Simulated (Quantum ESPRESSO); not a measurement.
## Effort and miss along a sweep of ecutwfc: K3YF6 (P2_1/c, 20 atoms in the cell)

Cell: a = 6.3659 Å, b = 6.6544 Å, c = 10.9228 Å, α = 90.00°, β = 124.17°, γ = 90.00°.

Computed with LDA (PZ), GBRV 1.5 ultrasoft (LDA) pseudopotentials (plane waves; Quantum ESPRESSO).

Base settings: ecutwfc = 40 Ry; ecutrho = 320 Ry; occupations = fixed; potentials = {K: k_lda_v1.4.uspp.F.UPF, Y: y_lda_v1.4.uspp.F.UPF, F: f_lda_v1.4.uspp.F.UPF}; K_POINTS = automatic 3 3 2 0 0 0; nbnd = 84; conv_thr = 1e-11 Ry.

Misses are taken against the tightest run, 70 Ry (ecutrho: 320 Ry → 560 Ry), which need not be fully converged itself. The energy is the free energy per atom.

The count of work is k-points × plane waves × bands × iterations; it is no time, and leaves out set-up, grids and terms that scale otherwise. Core times come from one kind of shared machine and are given to one figure; runs under 30 s give none.

The starting cell comes from a database of computed structures (which also holds hypothetical and non-ambient phases and stackings), without a prior relaxation at this level. Its lattice was rescaled by a random factor within 2.5 % of one. In the base run, with a pressure of about -6 GPa the cell is away from its equilibrium volume at this level.

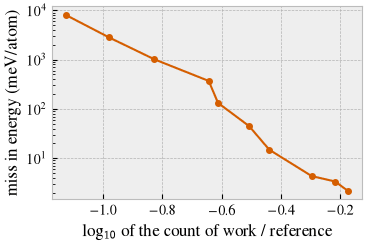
Figure. Miss against the count of work; the reference run is not drawn, and misses under 0.1 meV/atom are drawn there.

```tsv
ecutwfc	energy less reference (meV/atom)	pressure less reference (GPa)	largest difference in the force on any atom (eV/Å)	count of work / reference	core time / reference (rough)
16 Ry (ecutrho: 320 Ry → 128 Ry)	7945.99	-186.10	0.526	0.075	0.07
20 Ry (ecutrho: 320 Ry → 160 Ry)	2810.38	-80.96	0.141	0.10	0.06
24 Ry (ecutrho: 320 Ry → 192 Ry)	1014.55	-34.73	0.058	0.15	0.1
28 Ry (ecutrho: 320 Ry → 224 Ry)	369.59	-14.77	0.016	0.23	0.2
32 Ry (ecutrho: 320 Ry → 256 Ry)	132.15	-6.13	0.006	0.24	0.2
36 Ry (ecutrho: 320 Ry → 288 Ry)	45.00	-2.40	0.003	0.31	0.2
40 Ry	14.86	-0.82	0.001	0.36	0.3
46 Ry (ecutrho: 320 Ry → 368 Ry)	4.34	-0.05	0.000	0.51	0.3
52 Ry (ecutrho: 320 Ry → 416 Ry)	3.37	0.05	0.000	0.61	0.5
60 Ry (ecutrho: 320 Ry → 480 Ry)	2.20	-0.01	0.000	0.67	0.6
70 Ry (ecutrho: 320 Ry → 560 Ry)	0.00	0.00	0.000	1.0	1
```

Coarsest setting among those run that, with all tighter ones, holds the energy within 10 meV/atom of the reference: 46 Ry (ecutrho: 320 Ry → 368 Ry), off by 4.3 meV/atom; its saving against the reference is no more than about a factor of 2 in the count of work.

Smallest miss in the energy for at most 0.2 times the reference's count of work: 24 Ry (ecutrho: 320 Ry → 192 Ry), with a miss of 1000 meV/atom at a count of 0.15.

The step from 32 Ry (ecutrho: 320 Ry → 256 Ry) to 52 Ry (ecutrho: 320 Ry → 416 Ry): it takes the miss in the energy from 130 to 3.4 meV/atom, for 2.5 times the count of work and roughly 3 times the time.
